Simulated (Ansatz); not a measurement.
# Ca on Cr(100): change of the work function, part 5 of 6

Wanted: Δφ(θ) for Ca/Cr(100), starting from the hollow site.

Ansatz 0.2.0; plane-wave DFT, LDA, Ansatz PAW.

So far, work function, upper face (eV): step 2 (the clean slab) 4.12; step 3 (adsorbate added, coverage 0.25 ML) 2.51; step 4 (adsorbate added, coverage 0.5 ML) 2.58; step 6 (the slab at 0.25 ML, atoms frozen) 2.51; step 7 (the substrate of the 0.25 ML cell alone) 4.16.

**8. The adsorbate layer of the 0.25 ML cell alone**

System of this step: Ca/Cr(100), adsorbate layer alone, atoms held. The cell holds 1 atom: 1 Ca. Cell: a = 5.760 Å, b = 5.760 Å, c = 26.000 Å, α = 90.0°, β = 90.0°, γ = 90.0°. Vacuum lies along c.

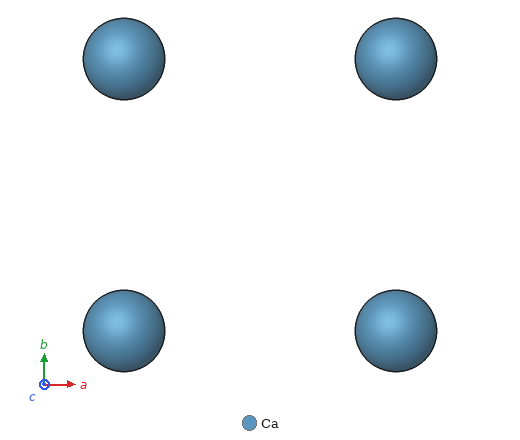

The cell of this step (calcium blue). 2×2×1 cells are drawn.

The third part; a free layer of atoms may carry a moment, so spin is on.

The input, input.yaml:

```yaml
crystal:
  lattice:
    - [5.76, 0.0, 0.0]
    - [0.0, 5.76, 0.0]
    - [0.0, 0.0, 26.0000219474]
  atoms:
    - { symbol: Ca, position: [0.25, 0.25, 0.6328968247], spin: 1.0 }
magnetization:
  spin_polarized: true
kpoints:
  mp_grid: { grid: [5, 5, 1] }
hamiltonian:
  xc: lda
scf:
  occupations: { method: fermi_dirac, width: 0.1 }
  convergence: { dr2_threshold: 1.0e-08 }
efield:
  axis: 3
  dipole_correction: true
  ramp_position: 0.97
  ramp_width: 0.06
output:
  write_potential: true
  write_density: true
  volumetric_format: npy
```

Started as:

```
$ ansatz run input.yaml --threads 4 --pin off --max-ram 12288MiB --backend cpu --events-out ev --progress --plain --runs-dir out
```

Numbers of over 12 decimals in the logs are rounded to 6 here.

Log:

```text
[...]
Crystal: 1 atoms, lattice volume = 862.618 Å³
Basis set: ecut = 420 eV, 16971 PW (Γ)
Bands: 10, of which v1, the nominal top of the filled ones, is band 5 counted from 1 (4 counted from 0)
Symmetry: 8 space group operations
k-points: 6 of 25
[...]
Starting moments: Σ|m| = 1 μB on 1 of 1 site
[...]
SCF iter   1: F=—  HF=-1770.402196 eV  |F-HF|=—  |Δ(HF+E_count)|=         —  Δρ=8.05e-3 (↑8.05e-3 ↓7.66e-3)  dr2=9.94e-3  dr2_m=4.87e-1  M=0.021 μB ∫|m|=0.043 μB  β_m=0.30  ethr=9.95e-5  p=0.000 e·Å  D=1.18e-9 V/Å  ΔV_dip=-0.00 eV  dr2_dipole=2.82e-12  V_vac-E_F(+/−)=3.12/3.12 eV  ⟨swp⟩=2.2  Hψ=1738  notcnv=0
[...]
spin=Collinear: Resta preconditioning applied to the charge; magnetization (m = ρ↑ − ρ↓) channel mixes plain (no charge-response kernel on spin).
SCF iter   2: F=—  HF=-1770.493878 eV  |F-HF|=—  |Δ(HF+E_count)|=   9.17e-2  Δρ=5.70e-3 (↑5.70e-3 ↓5.46e-3)  dr2=5.08e-3  dr2_m=2.46e-1  M=0.014 μB ∫|m|=0.031 μB  β_m=0.30  ethr=9.94e-5  p=0.000 e·Å  D=3.03e-7 V/Å  ΔV_dip=-0.00 eV  dr2_dipole=2.23e-12  V_vac-E_F(+/−)=3.10/3.10 eV  ⟨swp⟩=2.0  Hψ=174  notcnv=0  κ⁻¹=1.0e0(r=1)
[...]
SCF iter   7: F=—  HF=-1770.583758 eV  |F-HF|=—  |Δ(HF+E_count)|=   2.91e-3  Δρ=1.01e-3 (↑1.01e-3 ↓1.01e-3)  dr2=2.36e-7  dr2_m=8.06e-3  M=0.002 μB ∫|m|=0.006 μB  β_m=0.31  ethr=7.27e-9  p=0.000 e·Å  D=1.08e-7 V/Å  ΔV_dip=-0.00 eV  dr2_dipole=8.00e-16  V_vac-E_F(+/−)=3.06/3.06 eV  ⟨swp⟩=3.8  Hψ=376  notcnv=0
[...]
spin-set hold released at iteration 7 (site moments contracting): the magnetisation degrees of freedom join the quasi-Newton model from the next iteration; the mixer history was flushed
SCF iter   8: F=—  HF=-1770.585259 eV  |F-HF|=—  |Δ(HF+E_count)|=   1.50e-3  Δρ=7.13e-4 (↑7.12e-4 ↓7.13e-4)  dr2=9.39e-8  dr2_m=4.01e-3  M=0.002 μB ∫|m|=0.005 μB  β_m=0.30  ethr=2.36e-9  p=0.000 e·Å  D=1.05e-7 V/Å  ΔV_dip=-0.00 eV  dr2_dipole=3.74e-18  V_vac-E_F(+/−)=3.06/3.06 eV  ⟨swp⟩=3.5  Hψ=356  notcnv=0  κ⁻¹=1.0e0(r=1)
density mixer auto → broyden: gapped, with many states about μ (density of states about μ 1.29 of a free-electron gas's, 30 screened modes)
SCF iter   9: F=—  HF=-1770.586733 eV  |F-HF|=—  |Δ(HF+E_count)|=   1.47e-3  Δρ=9.30e-6 (↑9.30e-6 ↓9.04e-6)  dr2=2.45e-8  dr2_m=6.61e-7  M=-0.000 μB ∫|m|=0.000 μB  β_m=0.30  ethr=9.39e-10  p=0.000 e·Å  D=1.02e-7 V/Å  ΔV_dip=-0.00 eV  dr2_dipole=4.45e-15  V_vac-E_F(+/−)=3.06/3.06 eV  ⟨swp⟩=5.0  Hψ=442  notcnv=0  κ⁻¹=5.4e-6(r=2)
[...]
SCF iter  15: F=-1770.586735 eV  HF=-1770.586735 eV  |F-HF|=4.55e-13  |Δ(HF+E_count)|=  5.43e-11  Δρ=2.10e-9 (↑1.33e-9 ↓2.10e-9)  dr2=4.94e-14  dr2_m=1.69e-14  M=-0.000 μB ∫|m|=0.000 μB  ethr=1.00e-12  p=0.000 e·Å  D=9.18e-8 V/Å  ΔV_dip=-0.00 eV  dr2_dipole=2.49e-16  V_vac-E_F(+/−)=3.05/3.05 eV  ⟨swp⟩=1.0  Hψ=420  notcnv=0
SCF 1 converged in 15 iterations: F = -1770.586735 eV  dr2 = 4.94e-14
[...]
WARN: the starting moments were not kept: the SCF closed with an absolute magnetisation of 1.4e-7 μB, where they sum to 1 μB in size (1 site). That is at most 0.1 of that sum. Measured as dr2_m measures the in/out step, that magnetisation stands 5.4e-16 eV from none, at or under the dr2_threshold of 1.0e-8 eV: it is no larger than a step whose dr2_m would equal this threshold. The system may hold no moment; this SCF  [...]
this state was not tested for a lower state beside it, because the mixer in use, unlike msr1, does not test its closes by its own steps (another_mixer; see scf.mixing.algorithm and scf.lower_state_search)
SCF converged after 15 iterations
Magnetization: -0.0000 μB (5.0000 up, 5.0000 down)
Absolute magnetization: 0.0000 μB (∫|ρ↑−ρ↓|, with the PAW one-centre terms)
[...]
Per-site moments (μB) at R_I (Å): [(1.7703242013964983e-8, 2.376)]
Free energy (F): -1770.586735 eV
[...]
Internal energy: -1770.578523 eV  (E = F + TS)
E sigma→0 (E₀):  -1770.582629 eV
Entropy (-TS):   -0.008211 eV (-8.211 meV/atom)
Fermi energy:    -2.571679 eV
Dipole field:    D = 0.000000 V/Å  (p = 0.000000 e·Å, saw-weighted, corrected)
Work function:   Φ+ = 3.0549 eV   Φ− = 3.0549 eV
[...]
--- Band table (eV; the first three rows and the last of 12) ---
[...]
```

The job ended after 14 s (4 threads of Intel Xeon Platinum 8259CL at 2.50GHz (Skylake/Cascade Lake), shared host; peak memory 0.91 GiB).

This step gave:

```yaml
energy_at_zero_smearing: -1770.5826 eV
dipole_along_the_normal: 3.89e-7 e·Å
```

At this spacing and smearing the free layer keeps no moment.

**9. Where the charge went at 0.25 ML**

This step: plane-wave DFT, LDA, Ansatz PAW; density difference on adsorption (Ansatz 0.2.0).

The densities of the parts are taken from that of the whole and averaged over planes; the first moment of what is left gives the step in the potential.

Numbers from this step:

| Item | Value |
| --- | --- |
| largest charge moved | 0.007121 e/Å² |
| potential step from the moved charge | -1.662 eV |

Planar mean, whole system less its parts. Electron density difference against z:

```csv
z (Å),electron density difference (e/Å³)
6,-9.7e-7
8,9.8e-5
10,9.5e-5
12,1.6e-4
14,-0.00269
16,0.00581
18,-0.00482
20,-1.5e-4
22,-2.8e-7
```

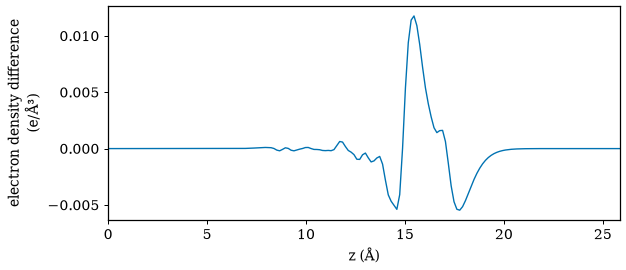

Electron density difference against z.

Planar mean, whole system less its parts. The electrons moved below z by z:

```
z (Å)  electrons moved below z (e/Å²)
  5.0                         -4.9e-7
  7.5                          2.7e-5
 10.0                         -8.1e-6
 12.5                         -1.3e-4
 15.0                        -0.00444
 17.5                         0.00566
 20.0                          5.2e-5
 22.5                          1.3e-7
```

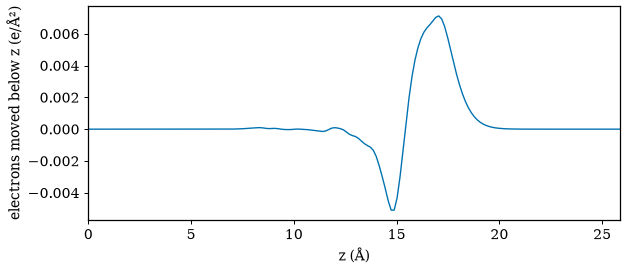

Electrons moved below z against z.

**10. The same run with other settings**

This step: plane-wave DFT, LDA, Ansatz PAW (Ansatz 0.2.0).

System of this step: Ca/Cr(100). The cell holds 22 atoms: 20 Cr and 2 Ca. Its edges and angles: a = 5.760 Å, b = 5.760 Å, c = 26.000 Å, α = 90.0°, β = 90.0°, γ = 90.0°. Vacuum lies along c.

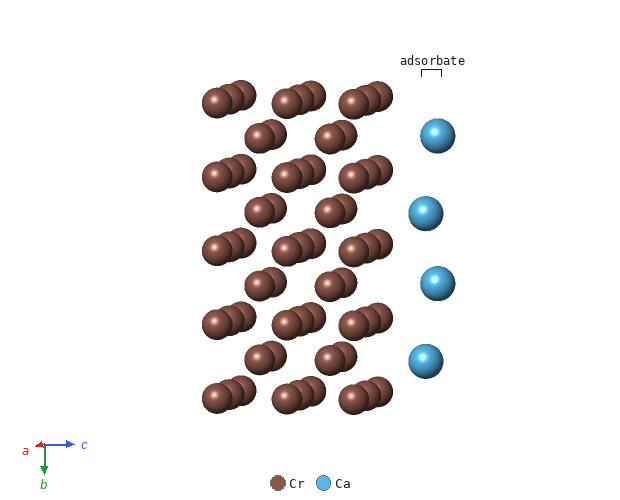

The cell of this step (chromium brown, calcium blue). 1×2×1 cells are drawn. Some periodic images of atoms are drawn too.

An input spoilt on purpose, to show how the run answers: it repeats the earlier run at 0.5 ML with efield.axis from 3 to 1, and scf.max_iter set to 50.

The input, input.yaml:

```yaml
crystal:
  lattice:
    - [5.76, 0.0, 0.0]
    - [0.0, 5.76, 0.0]
    - [0.0, 0.0, 26.0000219474]
  atoms:
    - { symbol: Cr, position: [0.0, 0.0, 0.346153554], spin: 2.29 }
    - { symbol: Cr, position: [0.25, 0.25, 0.4015381226], spin: -0.9 }
    - { symbol: Cr, position: [0.0, 0.0, 0.452141619], spin: 0.63 }
    - { symbol: Cr, position: [0.25, 0.25, 0.5083936953], spin: -0.7 }
    - { symbol: Cr, position: [0.0, 0.0, 0.553607495], spin: 1.49 }
    - { symbol: Cr, position: [0.0, 0.5, 0.346153554], spin: 2.29 }
    - { symbol: Cr, position: [0.25, 0.75, 0.4015381226], spin: -0.9 }
    - { symbol: Cr, position: [0.0, 0.5, 0.452141619], spin: 0.63 }
    - { symbol: Cr, position: [0.25, 0.75, 0.5083936953], spin: -0.7 }
    - { symbol: Cr, position: [0.0, 0.5, 0.553607495], spin: 1.49 }
    - { symbol: Cr, position: [0.5, 0.0, 0.346153554], spin: 2.29 }
    - { symbol: Cr, position: [0.75, 0.25, 0.4015381226], spin: -0.9 }
    - { symbol: Cr, position: [0.5, 0.0, 0.452141619], spin: 0.63 }
    - { symbol: Cr, position: [0.75, 0.25, 0.5083936953], spin: -0.7 }
    - { symbol: Cr, position: [0.5, 0.0, 0.553607495], spin: 1.49 }
    - { symbol: Cr, position: [0.5, 0.5, 0.346153554], spin: 2.29 }
    - { symbol: Cr, position: [0.75, 0.75, 0.4015381226], spin: -0.9 }
    - { symbol: Cr, position: [0.5, 0.5, 0.452141619], spin: 0.63 }
    - { symbol: Cr, position: [0.75, 0.75, 0.5083936953], spin: -0.7 }
    - { symbol: Cr, position: [0.5, 0.5, 0.553607495], spin: 1.49 }
    - { symbol: Ca, position: [0.25, 0.25, 0.653846446] }
    - { symbol: Ca, position: [0.75, 0.75, 0.653846446] }
magnetization:
  spin_polarized: true
kpoints:
  mp_grid: { grid: [5, 5, 1] }
hamiltonian:
  xc: lda
scf:
  occupations: { method: fermi_dirac, width: 0.1 }
  convergence: { dr2_threshold: 1.0e-08 }
  max_iter: 50
efield:
  axis: 1
  dipole_correction: true
  ramp_position: 0.97
  ramp_width: 0.06
relax:
  f_tol: 0.02
  max_steps: 60
  constraints: [{ sites: [0, 1, 5, 6, 10, 11, 15, 16] }]
output:
  bader: true
  dos: { projected: true, e_range: [-8, 4] }
  write_potential: true
  write_density: true
  volumetric_format: npy
```

Log:

```text
The last accepted step is kept in <dir> (removed where the run ends without a failure and the disk answers)
Engine: ansatz 0.2.0, x86_64-unknown-linux-gnu
Pseudopotentials: kind: paw
Pseudopotential: Cr, paw, valence charge 14, recommended cutoff 420 eV (normal), Cr.paw.azcp
Pseudopotential: Ca, paw, valence charge 10, recommended cutoff 420 eV (normal), Ca.paw.azcp
Functional definition: SPW92
  exchange = slater_x
  correlation = pw_c
Crystal: 22 atoms, lattice volume = 862.618 Å³
Basis set: ecut = 420 eV, 16971 PW (Γ)
Bands: 195, of which v1, the nominal top of the filled ones, is band 150 counted from 1 (149 counted from 0)
Symmetry: 2 space group operations
k-points: 9 of 25 (time reversal used)
Non-local potential: Cr, projectors of the file, l = 0: 3, l = 1: 2, l = 2: 3, l = 3: 1
Non-local potential: Ca, projectors of the file, l = 0: 3, l = 1: 2, l = 2: 2
PAW form: soft (Blöchl's): semilocal exchange-correlation on the pseudo side does not see the compensation charge
PAW frozen core: Cr, regenerated for the run's functional, and the local potential with it (the file was generated under x = pbe(κ = 0.804, μ = 0.219515), c = pbe(β = 0.066725))
PAW frozen core: Ca, regenerated for the run's functional, and the local potential with it (the file was generated under x = pbe(κ = 0.804, μ = 0.219515), c = pbe(β = 0.066725))
PAW one-centre angular grid: Cr, 590 points (default); XC on 64 Gauss nodes
PAW one-centre angular grid: Ca, 110 points (default); XC on 64 Gauss nodes
Initial density: superposition of atomic densities (neutral atoms: chi_scale 0, normalization atom)
Starting moments: Σ|m| = 24.04 μB on 20 of 22 sites
Initial wavefunctions: pseudopotential atomic-orbital guess
Functional: x = slater, c = lda
Error: efield: ion 0 (Cr) at fractional coordinate 0.0000 along the field axis lies inside the sawtooth ramp with 2 of the planes that the density is read on at each end, [0.9200, 0.0800] — the ramp must sit in vacuum (an ion there feels the fictitious reversed slope); set or move the ramp (efield.ramp_position / ramp_width) or move the geometry
```

Elapsed: 1.5 s, on 4 threads; peak memory 1.5 GiB.

The input was rejected at the start.

The program's message: “Error: efield: ion 0 (Cr) at fractional coordinate 0.0000 along the field axis lies inside the sawtooth ramp with 2 of the planes that the density is read on at each end, [0.9200, 0.0800] — the ramp m …”

The fault put into the input: the field along an axis without vacuum.

(Part 5 of 6 ends here.)

[Logs are printed without paths, hosts, clocks, repeated set-up lines and the standing remarks that a program may print on its own settings, such as how far it seeks lower states.]

[Hosts, paths, dates, database ids (printed as entryN), source tags and the programs' standing remarks are cut or masked in the printed files.]

[Maps of the electrostatic potential energy from Ansatz leave out the sawtooth potential of an applied field or a dipole correction, so their vacuum need not be flat; planar profiles and work functions include it.]
